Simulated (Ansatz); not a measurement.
# Σ5 (310) boundary in bcc W: structure and resistance, part 2 of 3

How much does the Σ5 (310) boundary in bcc W reflect electrons?

Ansatz 0.2.0; Ansatz plane-wave DFT, PBE, PAW files; relaxation of a bicrystal slab with its lowest layers held; PAW set soft_1 (the session's first sound run).

So far. Step 2 (Relaxing the bicrystal): The largest force component on a free atom ends at 0.016 eV/Å, under the tolerance of 0.03, after 6 steps.

## (3) Transmission across the boundary

This step: Ansatz plane-wave DFT, PBE, PAW files; ballistic transport by layer matching (Landauer), zero bias; boundary relaxed in a short slab, bulk layers laid on; PAW set soft_1 (Ansatz 0.2.0).

System of this step: Σ5 (310) boundary in bcc W. The cell holds 43 atoms: 43 W. Cell: a = 5.248 Å, b = 3.165 Å, c = 50.468 Å, α = 90.0°, β = 90.0°, γ = 72.5°. It derives from W. Regions: lower grain, 17 atoms (17 W); boundary, 12 atoms (12 W); upper grain, 14 atoms (14 W). Vacuum lies along c.

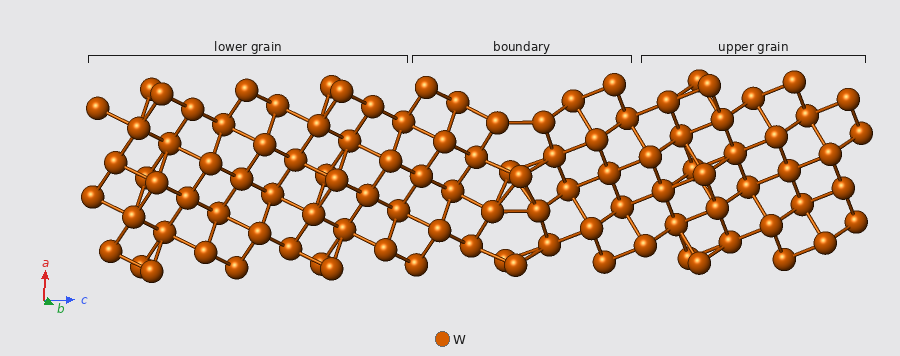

The cell of this step (tungsten orange). 2×1×1 cells are drawn. Some periodic images of atoms are drawn too.

input.yaml reads:

```yaml
crystal:
  lattice:
    - [5.2482270683, 0.0, 0.0]
    - [0.9542231033, 3.0175184024, 0.0]
    - [0.0, 0.0, 50.4678148151]
  atoms:
    - { symbol: W, position: [-9.2, -6.8999999999, 0.0792584346] }
    - { symbol: W, position: [-8.8, -6.5999999999, 0.0990888481] }
    - { symbol: W, position: [-8.4, -6.2999999999, 0.1189192615] }
    - { symbol: W, position: [-8.0, -5.9999999999, 0.138749675] }
    - { symbol: W, position: [-7.6, -5.6999999999, 0.1585800884] }
    - { symbol: W, position: [-7.2, -5.3999999999, 0.1784105019] }
    - { symbol: W, position: [-6.8, -5.0999999999, 0.1982409153] }
    - { symbol: W, position: [-6.4, -4.7999999999, 0.2180713288] }
    - { symbol: W, position: [-6.0, -4.4999999999, 0.2379017422] }
    - { symbol: W, position: [-5.6, -4.1999999999, 0.2577321557] }
    - { symbol: W, position: [-5.2, -3.9, 0.2775625691] }
    - { symbol: W, position: [-4.8, -3.6, 0.2973929826] }
    - { symbol: W, position: [-4.4, -3.3, 0.317223396] }
    - { symbol: W, position: [-4.0, -3.0, 0.3370538095] }
    - { symbol: W, position: [-3.6, -2.7, 0.356884223] }
    - { symbol: W, position: [-3.2, -2.4, 0.3767146364] }
    - { symbol: W, position: [-2.8, -2.1, 0.3965450499] }
    - { symbol: W, position: [0.6, 0.2, 0.4163754633] }
    - { symbol: W, position: [0.002534775, 0.4987326125, 0.4359890509] }
    - { symbol: W, position: [0.4027100329, 0.7986449836, 0.4560333013] }
    - { symbol: W, position: [0.8056998367, 0.0971500816, 0.4760931665] }
    - { symbol: W, position: [0.2012503137, 0.3993748431, 0.4966174635] }
    - { symbol: W, position: [0.6018423755, 0.6990788123, 0.5142818377] }
    - { symbol: W, position: [0.0093373294, -0.0046686647, 0.5397691948] }
    - { symbol: W, position: [0.6017364292, 0.6991317854, 0.5651298964] }
    - { symbol: W, position: [0.2012510029, 0.3993744986, 0.5826348193] }
    - { symbol: W, position: [0.8043066745, 0.0978466627, 0.6033673518] }
    - { symbol: W, position: [0.4002816381, 0.7998591809, 0.6235152938] }
    - { symbol: W, position: [0.0032551265, 0.4983724367, 0.643115777] }
    - { symbol: W, position: [-2.3967448735, -1.8016275632, 0.6629461905] }
    - { symbol: W, position: [-2.7967448735, -2.1016275632, 0.682776604] }
    - { symbol: W, position: [-3.1967448735, -2.4016275632, 0.7026070174] }
    - { symbol: W, position: [-3.5967448735, -2.7016275632, 0.7224374309] }
    - { symbol: W, position: [-3.9967448735, -3.0016275632, 0.7422678443] }
    - { symbol: W, position: [-4.3967448735, -3.3016275632, 0.7620982578] }
    - { symbol: W, position: [-4.7967448735, -3.6016275632, 0.7819286712] }
    - { symbol: W, position: [-5.1967448735, -3.9016275632, 0.8017590847] }
    - { symbol: W, position: [-5.5967448735, -4.2016275632, 0.8215894981] }
    - { symbol: W, position: [-5.9967448735, -4.5016275632, 0.8414199116] }
    - { symbol: W, position: [-6.3967448735, -4.8016275632, 0.861250325] }
    - { symbol: W, position: [-6.7967448735, -5.1016275632, 0.8810807385] }
    - { symbol: W, position: [-7.1967448735, -5.4016275632, 0.9009111519] }
    - { symbol: W, position: [-7.5967448735, -5.7016275632, 0.9207415654] }
kpoints:
  mp_grid: { grid: [8, 8, 1] }
hamiltonian:
  xc: pbe
  pseudopotentials: { kind: paw, azcp: { folder: soft_1 } }
scf:
  occupations: { method: fermi_dirac, width: 0.1 }
output:
  transmission:
    leads: [[9, 10], [34, 35]]
    kmesh: [20, 20]
    e_range: [-0.1, 0.1]
    de: 0.05
  write_potential: true
  write_density: true
  volumetric_format: npy
  elf: true
```

Started as:

```bash
$ ansatz run input.yaml --threads 8 --pin off --max-ram 15360MiB --backend cpu --events-out ev --progress --plain --runs-dir out
```

Numbers of over 12 decimals in the logs are rounded to 6 here.

What it wrote:

```text
[...]
Crystal: 43 atoms, lattice volume = 799.240 Å³
Basis set: ecut = 420 eV, 15693 PW (Γ)
Bands: 362, of which v1, the nominal top of the filled ones, is band 301 counted from 1 (300 counted from 0)
Symmetry: 2 space group operations
[...]
k-points: 21 of 64 (time reversal used)
[...]
SCF iter   1: F=—  HF=-446598.543530 eV  |F-HF|=—  |Δ(HF+E_count)|=         —  Δρ=6.29e-2  dr2=5.02e2  ethr=3.10e-3  ⟨swp⟩=6.0  Hψ=30053  notcnv=0
[...]
SCF iter  12: F=-446584.708811 eV  HF=-446584.708811 eV  |F-HF|=2.85e-8  |Δ(HF+E_count)|=   1.31e-8  Δρ=1.34e-6  dr2=5.13e-8  ethr=1.66e-11  ⟨swp⟩=17.3  Hψ=26973  notcnv=0
SCF 1 converged in 12 iterations: F = -446584.708811 eV  dr2 = 5.13e-8
[...]
transmission: 411 of 4107 steps passed
transmission: 831 of 4107 steps passed
[...]
transmission: 4107 of 4107 steps passed
WARN: The output density's exchange-correlation potential varies sharply where the density is thin. Do not read a vacuum level from v_tot or v_xc, or from such a field of the output density. On a cell that repeats whose density bears no net charge and no dipole along the vacuum's axis use v_es (v_loc + v_h of the components); under efield.dipole_correction with no amplitude use v_es + v_field, which holds any externa [...]
SCF converged after 12 iterations
Free energy (F): -446584.708811 eV
[...]
Internal energy: -446583.885018 eV  (E = F + TS)
E sigma→0 (E₀):  -446584.296914 eV
Entropy (-TS):   -0.823792 eV (-19.158 meV/atom)
Fermi energy:    18.532362 eV
[...]
--- Band table (eV; the first three rows and the last of 21) ---
  k-point 0: bands = [... 297 lower, 18.3658, 18.4281, 18.5055, 18.5079, 18.5449, 18.5546, 18.6076, 18.6676, ... 57 higher]
  k-point 1: bands = [... 297 lower, 18.0233, 18.1225, 18.1764, 18.2572, 18.3347, 18.3901, 18.4993, 18.5377, ... 57 higher]
  k-point 2: bands = [... 297 lower, 17.5793, 17.8203, 17.8658, 17.9043, 18.3510, 18.5734, 18.6482, 18.6999, ... 57 higher]
  k-point 20: bands = [... 297 lower, 18.5458, 18.6492, 18.6885, 18.7143, 18.7440, 18.7867, 18.7917, 18.8355, ... 57 higher]
--- Transmission ---
  basis      : 141 plane waves across, 37 finite elements along
  points     : 111, standing for a mesh of 20 x 20
  energies   : 5 from -0.100000 to 0.100000 eV about the Fermi level, 0.050000 eV apart; the leads are filled to 0.000000 eV, and channels, transmission and decay are at 0.000000 eV
  crystal 0  : W2, at the sites [9, 10], period 2.0016 Å, over 18.01 Å; its Hamiltonian steps by up to 16.3 meV
    offset         : up to 0.0000 Å between an atom of the period and one for which it stands
    channels       : 1.905000e0 a spin
    conductance    : none, the energies end too early or step too widely for 300 K: set another output.transmission.e_range or a lower de, or, where they end at an eighth of basis.ecutwfc, a higher one
    slowest decay  : 0.0322 /Å at (0.0000, 0.3000)
[...]
channels       : 1.900000e0 a spin
[...]
slowest decay  : 0.0326 /Å at (0.0000, 0.3000)
  junction   : crystal 0 to crystal 1, 13.51 to 37.96 Å
    transmission   : 9.187331e-1 a spin
[...]
```

Wall time 15 min (8 threads of Arm Neoverse N1, shared host); peak memory 13 GiB.

This step gave:

```
free energy                                    : -446584.7088 eV
energy at zero smearing                        : -446584.2969 eV
Fermi energy                                   : 18.53 eV
cell area                                      : 15.84 Å²
transmission per spin nearest the Fermi level  : 0.9187
open channels per spin nearest the Fermi level : 1.905
open channels per spin, upper lead             : 1.9
step of the lead's potential                   : 16.3 meV
step of the upper lead's potential             : 15.5 meV
```

Per spin. The transmission, zone mean by energy, zero at the Fermi level:

```csv
energy (eV),"transmission, zone mean"
-0.1000,0.895
-0.0500,0.914
0.0000,0.919
0.0500,0.970
0.1000,1.02
```

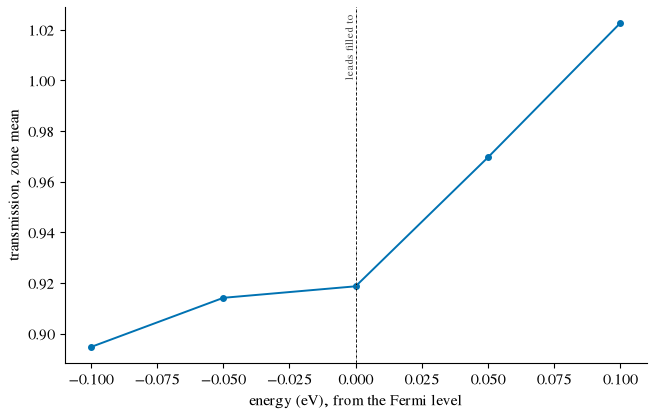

Transmission, zone mean, plotted against energy.

Per spin. Open channels, zone mean against energy, zero at the Fermi level:

```csv
energy (eV),lead,upper lead
-0.1000,1.82,1.82
-0.0500,1.87,1.87
0.0000,1.91,1.9
0.0500,2.04,2.04
0.1000,2.06,2.05
```

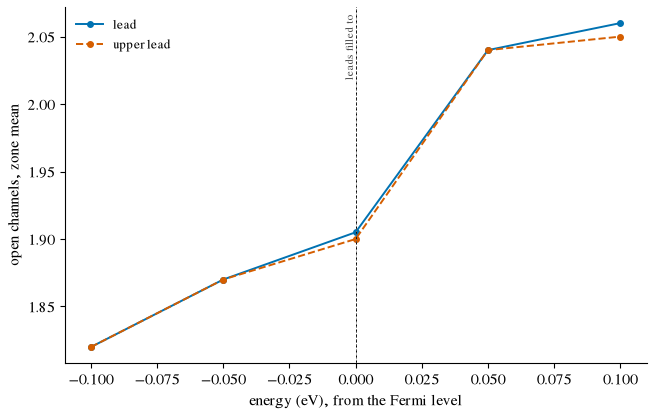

Open channels, zone mean against energy.

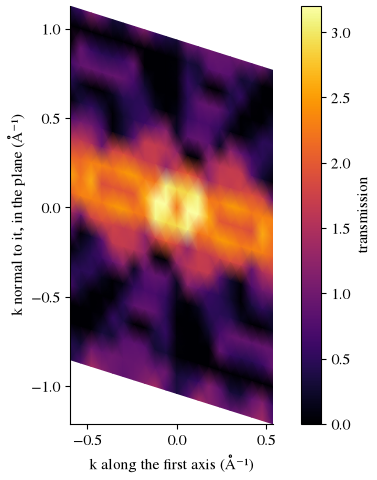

Transmission over k1 and k2. At 0.0000 eV from the Fermi level.

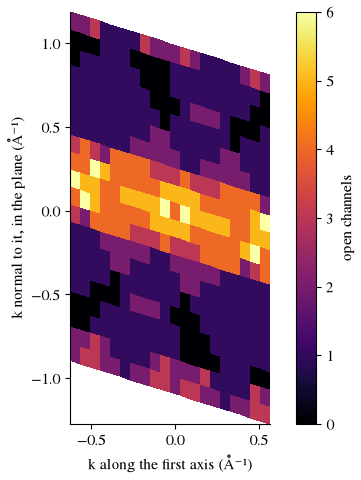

Open channels over k1 and k2. At 0.0000 eV from the Fermi level.

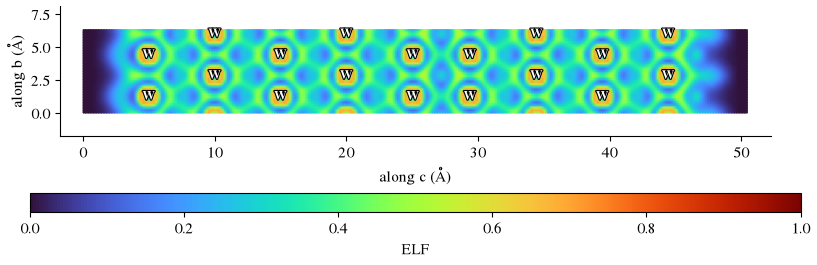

ELF in the cb plane at fractional x = 0.200, with atoms of W within 0.2 Å of it. It is the smooth field of the valence electrons, not physical close to the nuclei.

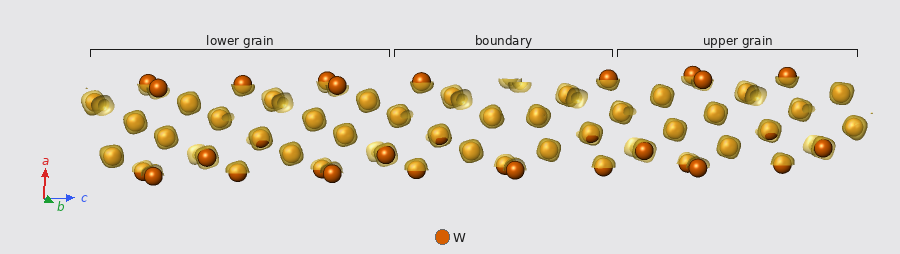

Surface of ELF = 0.65.

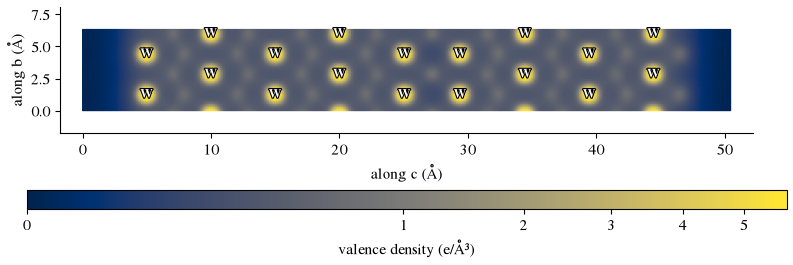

Valence density in the cb plane at fractional x = 0.200, with atoms of W within 0.2 Å of it. It is the smooth field of the valence electrons, not physical close to the nuclei. The colour scale is stretched toward low values.

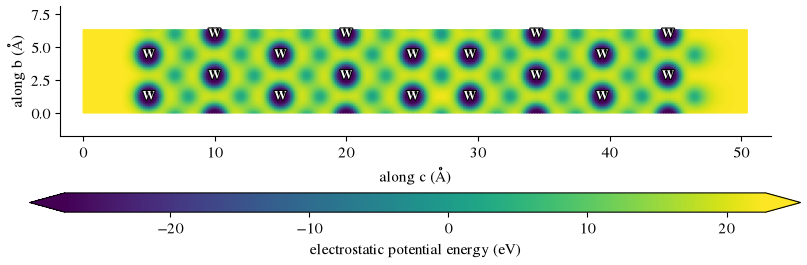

Electrostatic potential energy in the cb plane at fractional x = 0.200, with atoms of W within 0.2 Å of it. With pseudopotentials it is smooth inside the atoms' cores, unlike the true potential.

Over the solved energies the transmission per spin lies between 0.895 and 1.02, out of 1.94 channels of the lead on average (up to 2.06).

## (4) Specific resistance

This step: Ansatz plane-wave DFT, PBE, PAW files; ballistic transport by layer matching (Landauer), zero bias; specific resistance of the boundary; PAW set soft_1 (Ansatz 0.2.0).

This step gave:

```
area resistance                      : 1.110 fΩ m²
T over the leads' mean channel count : 0.4872
```

Averaged over the energies near the Fermi level, 48.7 % of the channels pass, which makes 1.11 fΩ m².

By hand, with T and the leads' channels N averaged over the energies near the Fermi level: RA = A (h/2e²)(1/T − ½[1/N₁ + 1/N₂]) = 15.84×10⁻²⁰ m² × 12 906 Ω × (1/0.9440 − ½[1/1.939 + 1/1.936]) = 1.11 fΩ m².

[end of part 2 of 3]

[Logs are printed without paths, hosts, clocks, repeated set-up lines and the standing remarks that a program may print on its own settings, such as how far it seeks lower states.]

[Hosts, paths, dates, database ids (printed as entryN), source tags and the programs' standing remarks are cut or masked in the printed files.]
